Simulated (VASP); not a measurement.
Band structure of KF (rock salt). Method: PBE GGA with D4 dispersion, VASP's PBE PAW potentials (set 64) (plane waves; VASP).

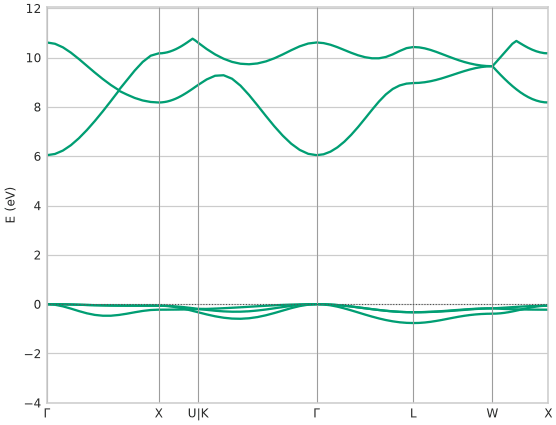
Figure: Bands along high-symmetry lines, zero at the valence-band maximum or, without a gap, the Fermi level

### Question
Read the plot: is there a gap, and where are the band edges?

### Answer
The gap is direct, 6.04 eV, from the valence maximum at Γ to the conduction minimum at Γ. (Edges off the drawn lines would not show.)

Measured: gap 10.90 eV (computed value off by -4.86 eV), as given by David Koller et al., Journal of Physics Condensed Matter (2013), arXiv:1304.4470.

The compound is KF in the rock salt structure. It was relaxed first.
